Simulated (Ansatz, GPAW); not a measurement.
# How MoS3 (model structure) absorbs and reflects light, part 3 of 3

Aim: the dielectric function of MoS3 (model structure), and the optical constants that follow from it. The structure is a model built here, which may or may not match a known phase. It was built so: All O replaced by S and W replaced by Mo in the Pm-3m structure of WO3. The cell is first relaxed with Ansatz.

GPAW 26.7.0; DFT, PBE, plane-wave PAW (GPAW data sets), scalar-relativistic, RPA, optical limit.

So far. Step 3 (Ground state): There are states at the Fermi level within the smearing, so the occupations stay smeared and the carriers get a Drude term.

## Step 5: Dielectric function, RPA

Local fields let the induced charge screen the field inside the cell, which as a rule lowers ε, most along directions where the density is uneven.

This step: DFT, PBE, plane-wave PAW (GPAW data sets), scalar-relativistic, RPA, optical limit (GPAW 26.7.0).

Input file df.py:

```python
from gpaw.response.df import DielectricFunction

df = DielectricFunction('full.gpw', frequencies={'type': 'nonlinear', 'domega0': 0.03, 'omega2': 8},
                        ecut=60,
                        eta=0.15,
                        nbands=65,
                        rate=0.1,
                        txt='df.txt')
for direction in ['x']:
    df.get_dielectric_function(xc='RPA', direction=direction, filename=f'df_{direction}.csv')
```

Started as:

```bash
OMP_NUM_THREADS=1 python df.py
```

Numbers of over 12 decimals in the logs are rounded to 6 here.

Log:

```text
Using integrator: PointIntegrator
NonLinearFrequencyDescriptor(from 0.000 to 93.938 eV, 535 points)
Nonperiodic BCs:  [False False False]
Using integrator: PointIntegrator
NonLinearFrequencyDescriptor(from 0.000 to 93.938 eV, 535 points)
Nonperiodic BCs:  [False False False]
Using integrator: PointIntegrator

Calculating chi0 body with:
    Ground state adapter containing:
    Number of spins: 1
    Number of kpoints: 343
    Number of irreducible kpoints: 20
    Number of completely occupied states: 13
    Number of partially occupied states: 21

    Linear response parametrization:
    q_c: [0.0, 0.0, 0.0]
    Number of frequency points: 535
    Planewave cutoff: 60.0
    Number of bands: 65
    Number of planewaves: 93
    Broadening (eta): 0.15

Integrating chi0 body.

Symmetries of q_c:
    Direct symmetries (Uq -> q): 48
    Indirect symmetries (TUq -> q): 0
In total 48 allowed symmetries.

20 groups of equivalent kpoints. 94.169096% reduction.

Integral kind: spectral function

Calculating chi0 optical extensions with:
    Ground state adapter containing:
    Number of spins: 1
    Number of kpoints: 343
    Number of irreducible kpoints: 20
    Number of completely occupied states: 13
    Number of partially occupied states: 21

    Linear response parametrization:
    Number of frequency points: 535
    Planewave cutoff: 60.0
    Number of bands: 65
    Number of planewaves: 93
    Broadening (eta): 0.15
Integrating chi0 head and wings.

Symmetries of q_c:
    Direct symmetries (Uq -> q): 48
    Indirect symmetries (TUq -> q): 0
In total 48 allowed symmetries.

20 groups of equivalent kpoints. 94.169096% reduction.

Integral kind: spectral function wings

Calculating drude chi0 with:
    Number of frequency points:535
    Plasma frequency decay rate: 0.1 eV

    Ground state adapter containing:
    Number of spins: 1
    Number of kpoints: 343
    Number of irreducible kpoints: 20
    Number of completely occupied states: 13
    Number of partially occupied states: 21

Symmetries of q_c:
    Direct symmetries (Uq -> q): 48
    Indirect symmetries (TUq -> q): 0
In total 48 allowed symmetries.

20 groups of equivalent kpoints. 94.169096% reduction.

Integral kind: intraband
Plasma frequency:
[[1.55-0.j 0.  -0.j 0.  +0.j]
 [0.  +0.j 1.55-0.j 0.  +0.j]
 [0.  +0.j 0.  +0.j 1.55-0.j]]
```

It took 21 s on 1 thread of Arm Neoverse V1, shared host; peak memory 0.46 GiB.

Some rows of df_x.csv (energy; Re and Im without local fields; Re and Im with them):

```text
0.000000, 274.102081, -0.000000, 273.193318, -0.000000
0.555532, 19.946596, 17.086676, 18.923867, 16.665483
1.143969, 17.345377, 36.511463, 17.571833, 34.484321
1.768324, -9.248395, 11.752871, -9.039785, 12.028470
2.431988, -0.516985, 2.927359, -0.623631, 2.980936
3.138794, 1.826854, 5.699427, 1.751967, 5.855963
3.893091, 1.906074, 6.633589, 1.669719, 6.913559
4.699832, 0.421344, 4.306980, 0.045686, 4.688356
5.564682, 1.226940, 1.999405, 0.539215, 2.109193
6.494155, 0.584048, 2.188369, -0.180686, 2.240358
7.495775, 1.844300, 1.751372, 0.885405, 1.595525
8.578281, 2.806561, 2.016171, 1.695220, 1.472581
9.751884, 1.978052, 3.620096, 1.122192, 2.234185
11.028587, 0.143097, 3.188494, 0.328192, 1.880969
12.422601, 0.677466, 2.129897, 0.257465, 1.061652
13.950874, -0.420853, 2.457801, 0.539941, 1.239681
15.633783, -0.733398, 1.399633, 0.549777, 1.042331
17.496047, -0.417574, 0.624335, 0.433868, 0.849728
19.567954, -0.001188, 0.276896, 0.267909, 0.761490
```

The Im ε, E ∥ x has structure finer than the step of the table below, so its rows give means over 2 eV, whole bins alone (the curve runs from 0.305 to 21.9 eV). Peaks (eV: height): 1.2: 37.7.

Sum at mesh points, not converged in k. Im ε, E ∥ x against photon energy; means over each step:

| photon energy (eV) | Im ε, E ∥ x |
| --- | --- |
| 2 | 12.4 |
| 4 | 4.94 |
| 6 | 2.23 |
| 8 | 1.63 |
| 10 | 2.23 |
| 12 | 1.34 |
| 14 | 1.09 |
| 16 | 1.08 |
| 18 | 0.871 |
| 20 | 0.695 |

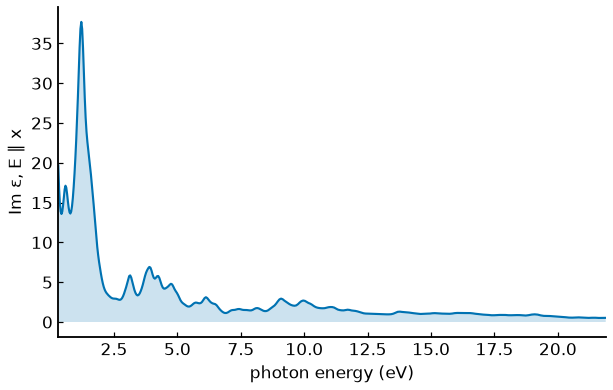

Im ε, E ∥ x against photon energy.

Values under 1 per cm are given as 1; sum at mesh points, not converged in k. Absorption coefficient, E ∥ x against photon energy:

| photon energy (eV) | absorption coefficient, E ∥ x (1/cm) |
| --- | --- |
| 1.99 | 5.5e5 |
| 3.98 | 7.0e5 |
| 6.02 | 6.1e5 |
| 8.03 | 5.1e5 |
| 10.03 | 1.1e6 |
| 12.02 | 9.6e5 |
| 14.04 | 9.1e5 |
| 16.03 | 9.7e5 |
| 18.05 | 9.5e5 |
| 20.06 | 9.8e5 |

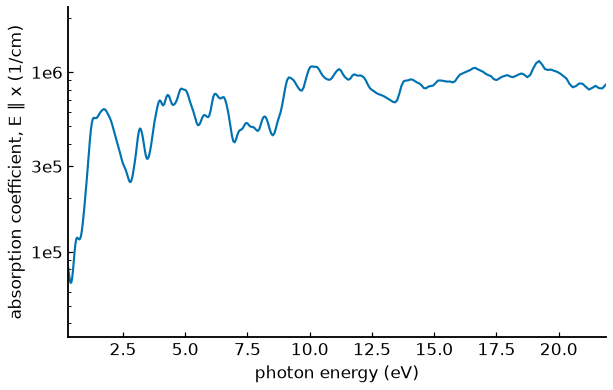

Absorption coefficient, E ∥ x against photon energy.

The loss function −Im 1/ε at q → 0, E ∥ x has structure finer than the step of the table below, so its rows give means over 1 eV, whole bins alone (the curve runs from 0.305 to 21.9 eV). Peaks (eV: height): 2.5: 0.340, 5.4: 0.513, 6.8: 0.823, 12.4: 0.890, 20.4: 1.45.

Sum at mesh points, not converged in k. Loss function −Im 1/ε at q → 0, E ∥ x against energy loss; means over each step:

| energy loss (eV) | loss function −Im 1/ε at q → 0, E ∥ x |
| --- | --- |
| 1 | 0.0277 |
| 2 | 0.130 |
| 3 | 0.223 |
| 4 | 0.167 |
| 5 | 0.312 |
| 6 | 0.389 |
| 7 | 0.568 |
| 8 | 0.421 |
| 9 | 0.310 |
| 10 | 0.410 |
| 11 | 0.568 |
| 12 | 0.741 |
| 13 | 0.796 |
| 14 | 0.688 |
| 15 | 0.737 |
| 16 | 0.738 |
| 17 | 0.910 |
| 18 | 0.928 |
| 19 | 0.989 |
| 20 | 1.31 |
| 21 | 1.35 |

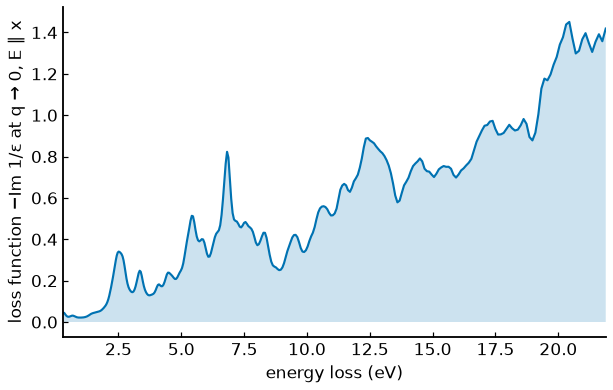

Loss function −Im 1/ε at q → 0, E ∥ x against energy loss.

The reflectivity at normal incidence, E ∥ x has structure finer than the step of the table below, so its rows give means over 2 eV, whole bins alone (the curve runs from 0.305 to 21.9 eV). Peaks (eV: height): 1.8: 64.8, 3.2: 28.8, 5.0: 35.9, 6.6: 24.0, 10.3: 19.7.

Sum at mesh points, not converged in k. The reflectivity at normal incidence, E ∥ x by photon energy; means over each step:

| photon energy (eV) | reflectivity at normal incidence, E ∥ x (%) |
| --- | --- |
| 2 | 46.6 |
| 4 | 28.4 |
| 6 | 20.9 |
| 8 | 8.88 |
| 10 | 16.2 |
| 12 | 13.7 |
| 14 | 8.10 |
| 16 | 8.89 |
| 18 | 8.41 |
| 20 | 10.0 |

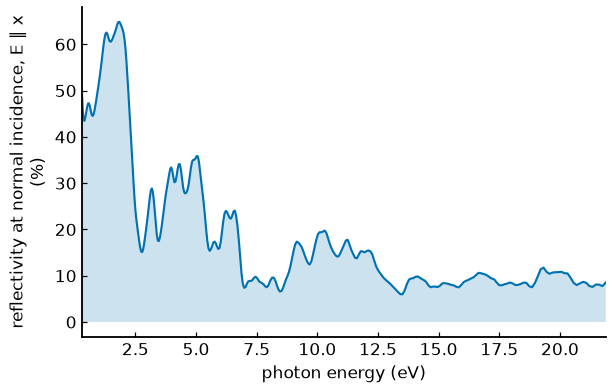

Reflectivity at normal incidence, E ∥ x, plotted against photon energy.

The Im ε, E ∥ x has structure finer than the step of the table below, so its rows give means over 2 eV, whole bins alone (the curve runs from 0.305 to 21.9 eV). Peaks (eV: height): without local fields 1.2: 39.2; with local fields 1.2: 37.7.

Sum at mesh points, not converged in k. The Im ε, E ∥ x by photon energy; means over each step:

| photon energy (eV) | without local fields | with local fields |
| --- | --- | --- |
| 2 | 12.6 | 12.4 |
| 4 | 4.69 | 4.94 |
| 6 | 2.14 | 2.23 |
| 8 | 2.05 | 1.63 |
| 10 | 3.36 | 2.23 |
| 12 | 2.27 | 1.34 |
| 14 | 2.52 | 1.09 |
| 16 | 1.18 | 1.08 |
| 18 | 0.474 | 0.871 |
| 20 | 0.248 | 0.695 |

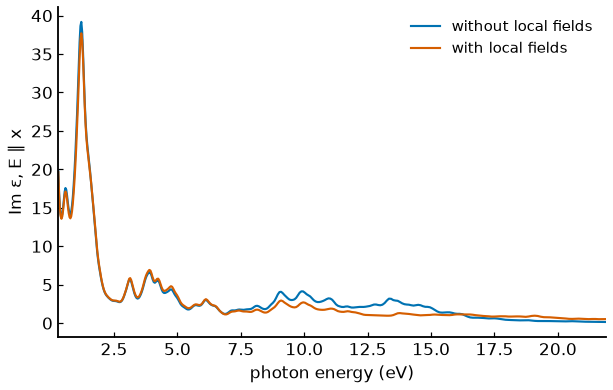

Im ε, E ∥ x, plotted against photon energy.

From ε follow the optical constants at some laser and lamp lines:

| wavelength (nm) | n | k | R (%) | 1/α |
| --- | --- | --- | --- | --- |
| 1550 | 4.62 | 1.493 | 45.3 | 83 nm |
| 800 | 2.66 | 3.732 | 61.1 | 17 nm |
| 633 | 1.16 | 2.834 | 63.5 | 18 nm |
| 405 | 2.12 | 1.272 | 25.3 | 25 nm |
| 365 | 1.65 | 1.036 | 18.5 | 28 nm |
| 308 | 1.76 | 1.682 | 32.6 | 15 nm |
| 248 | 1.13 | 1.571 | 35.5 | 13 nm |

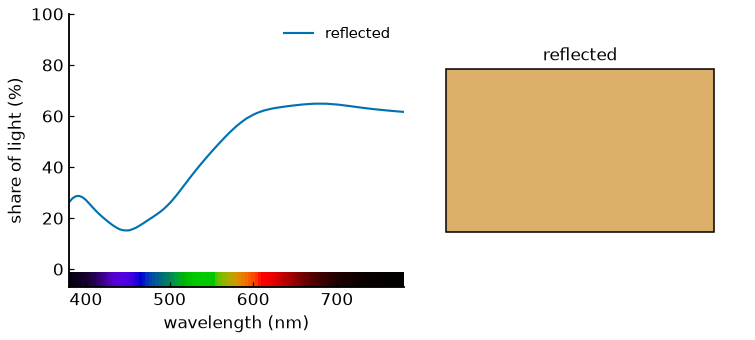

Light reflected across the visible range, with the colour that it makes of daylight (sRGB).

In reflection the computed colour is yellow: x = 0.415, y = 0.410, luminous reflectivity 46 %.

## Step 6: Summary of results

**Reading.** At this level (PBE, RPA) MoS3 is a metal. The mesh is too coarse to trust the carriers' weight, the reflectivity or the colour to better than tens of per cent. The cell shrank by 9.4 % in volume. In reflection the computed colour is yellow: x = 0.415, y = 0.410, luminous reflectivity 46 %. The carriers' damping of 0.1 eV is typed, not computed; it shapes the response at the lowest energies. The run has no spin polarisation; magnetic order or correlation, untested here, could change the spectrum. In this version of GPAW the matrix elements of the optical limit are incomplete, which can lower ε − 1 by up to a tenth where first-row anions or d states rule, and shift it by more in d metals. GPAW's carrier term has the form −ωp²/(ω + i·rate)², which damps like twice the rate and fails at low energy, so the curves leave the lowest energies out. The sum runs over mesh points 0.19 Å⁻¹ apart with no interpolation, so peaks are partly noise of the mesh, and the Drude plasma energy, a sum over the Fermi surface, isn't converged.

[Machine, clock and banner lines and Python warnings are left out of the logs.]

[Logs are printed without paths, hosts, clocks, repeated set-up lines and the standing remarks that a program may print on its own settings, such as how far it seeks lower states.]

[Hosts, paths, dates, database ids (printed as entryN), source tags and the programs' standing remarks are cut or masked in the printed files.]
